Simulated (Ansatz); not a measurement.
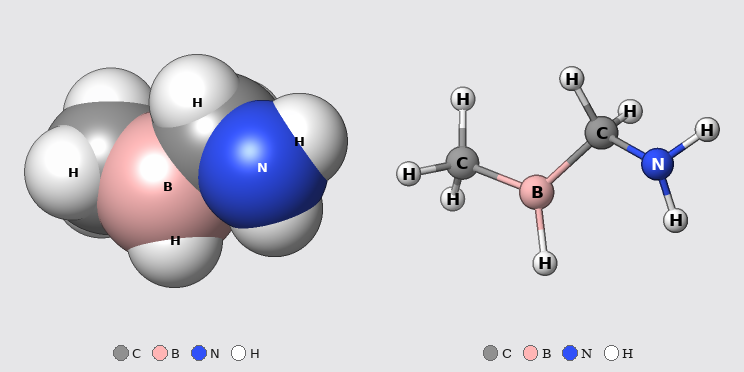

The same structure drawn twice, from different directions.

Computed geometry: PBE0-D4/def2-TZVP optimisation.

Identify the structure.

The molecule is C₂H₈BN. As SMILES it reads `CBCN`. It has no ring. Among its groups: primary amine, B–H bond. Coordination: 2 C tetrahedral; 1 B trigonal planar; 1 N trigonal pyramidal.

The parts below concern this one geometry. Atoms keep their numbers from picture to picture.

## Shape

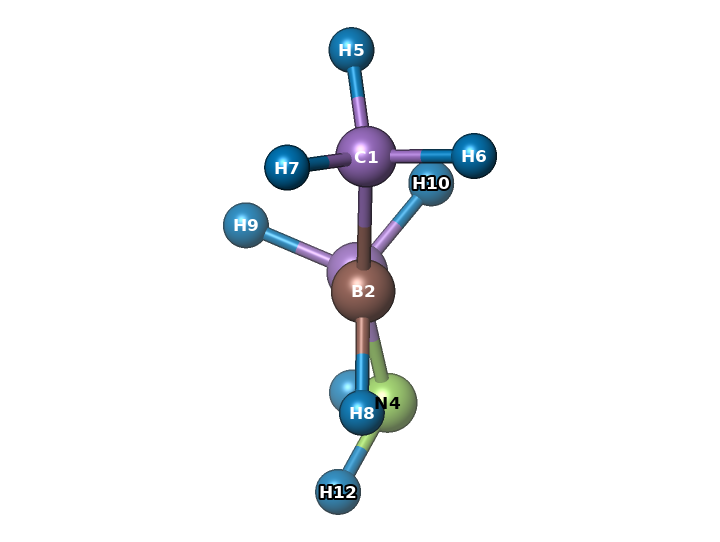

C3 lies behind B2. The molecule seen nearly along the B2–C3 bond, B2 in front. Depth is shown by fading: the farther an atom, the more it takes the colour of the background.

What is the torsion angle C1–B2–C3–N4? The sign is positive where the front bond must turn clockwise to cover the back bond.

Answer. 167°, antiperiplanar (anti).

## Charges

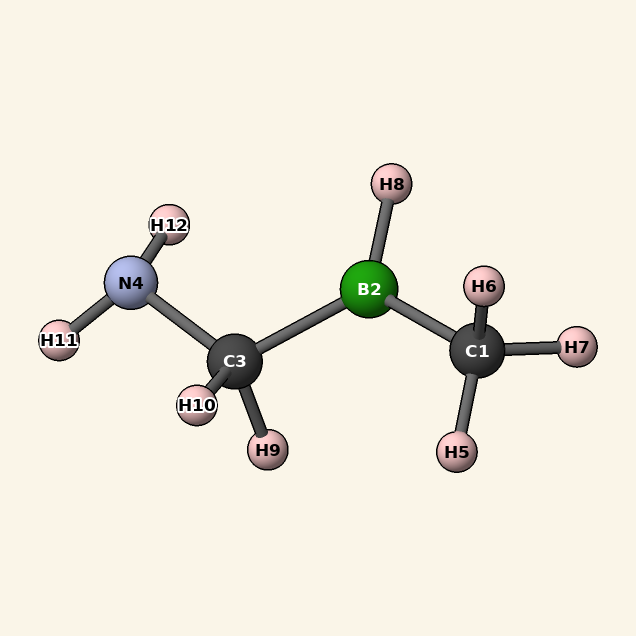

The questions are on Mulliken charges. Level of theory: RKS B3LYP-D4/def2-TZVPP (Ansatz 0.2.0).

Which atom carries the highest charge (most positive or least negative)?

Answer. H12 (0.13 e).

And the lowest?

Answer. N4 (−0.34 e).

List the Mulliken charges.

```
atom  value (e)
  C1      −0.31
  B2       0.03
  C3      −0.06
  N4      −0.34
  H5       0.08
  H6       0.09
  H7       0.10
  H8       0.00
  H9       0.07
 H10       0.09
 H11       0.12
 H12       0.13
```

## Vibrations

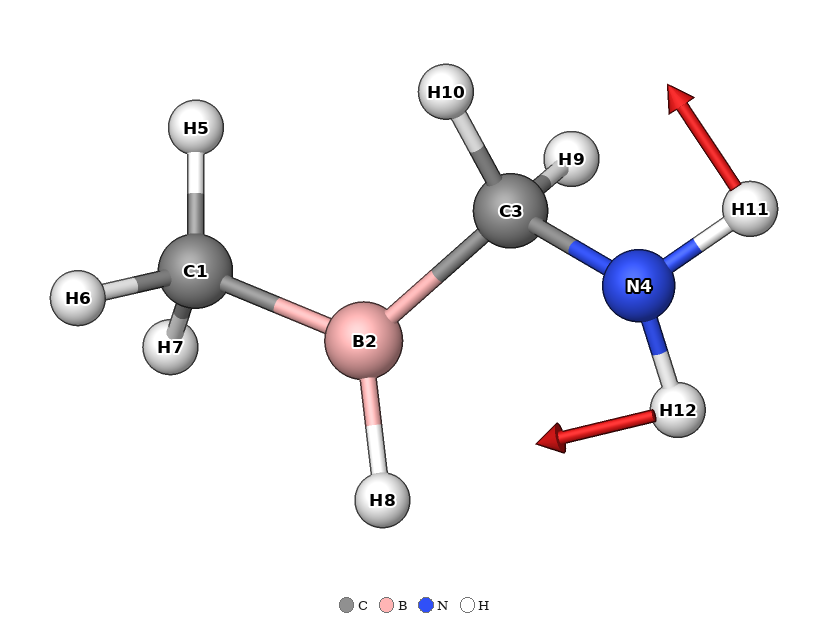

The arrows show one normal mode. Harmonic vibrations computed with RKS PBE0-D4/def2-TZVP (Ansatz 0.2.0) at a stationary point of the same level.

What kind of motion is it?

Answer. Mostly H–N–H bending.

At what wavenumber does it lie?

Answer. 1658 cm⁻¹; it is mode 22 of 30 counted from the lowest.

## Electronic properties

Method: RKS r2SCAN-D4/def2-TZVPP (Ansatz 0.2.0).

Estimate the dispersion correction.

Answer. −4.2 kJ/mol.

Give the dipole moment at this level.

Answer. 1.31 D.

What is the LUMO energy (Kohn–Sham orbital)?

Answer. −1.28 eV.

Estimate the HOMO energy (Kohn–Sham orbital).

Answer. −5.52 eV.

Mulliken values depend strongly on the basis set and can even reverse the polarity of a bond.
